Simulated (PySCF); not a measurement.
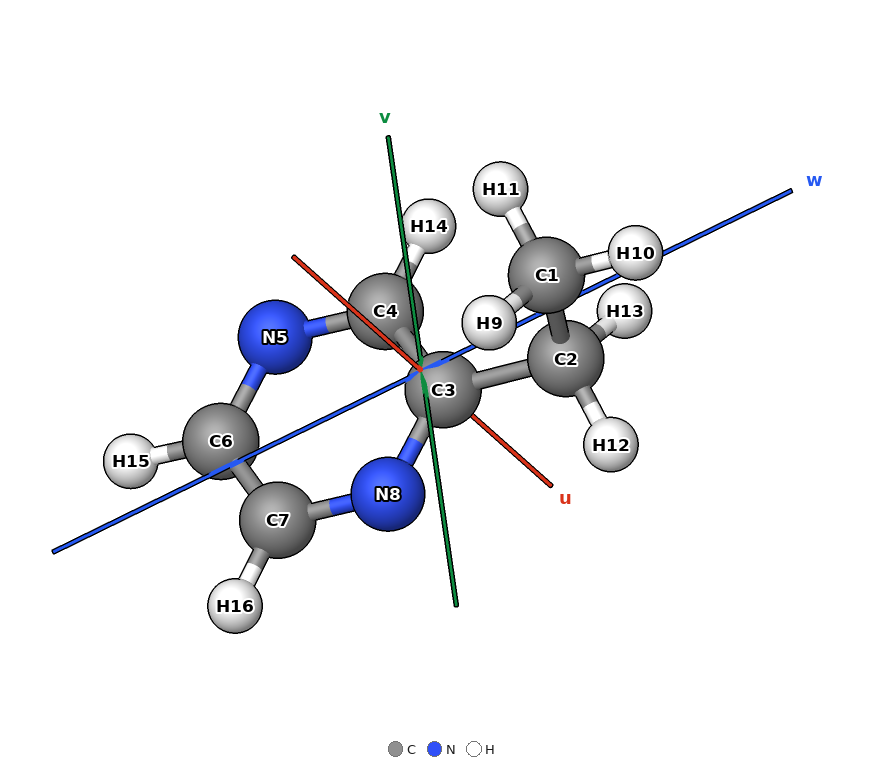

The lines u, v and w are the principal axes of the static dipole polarisability. The computed structure is the end point of a GFN2-xTB optimisation. No frequency run is at hand to confirm it as a minimum. Method: CAM-B3LYP/def2-SVPD (PySCF 2.14.0).

Question. Along which axis is the molecule most polarisable, and along which least?

Answer. Most along w (close to the long direction C1···C6), least along u.

Question. Give the three principal values.

Answer. u 57.2, v 81.1, w 105.8 bohr³; mean 81.4, anisotropy 42.1 bohr³.
